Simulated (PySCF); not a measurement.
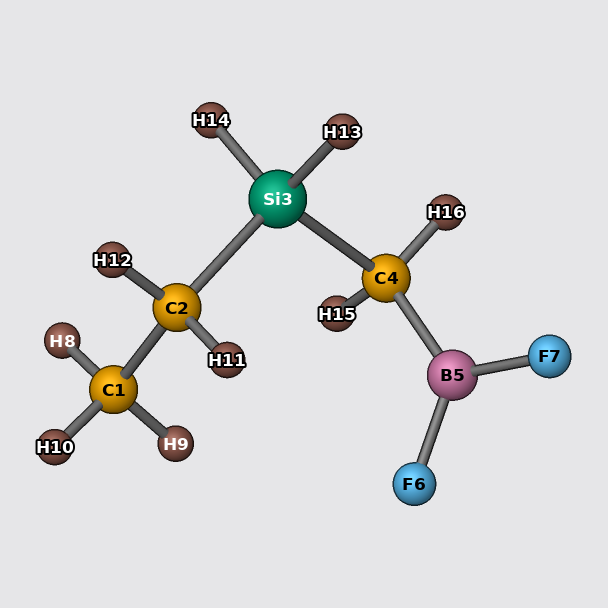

The questions are on isotropic NMR shieldings of the C atoms. Computed geometry: GFN2-xTB optimisation. No frequency run is at hand to confirm it as a minimum. Properties computed with GIAO PBE0/pcSseg-1 NMR shielding, non-relativistic, gas phase (PySCF 2.14.0).

List the isotropic NMR shieldings of the C atoms.

| atom | σ (ppm) |
| --- | --- |
| C1 | 176.4 |
| C2 | 179.8 |
| C4 | 190.7 |

The geometry is semi-empirical. Around B, Si such bond lengths and angles can be off by a tenth of an ångström or more and by several degrees, and values that hang on the shape move with them.
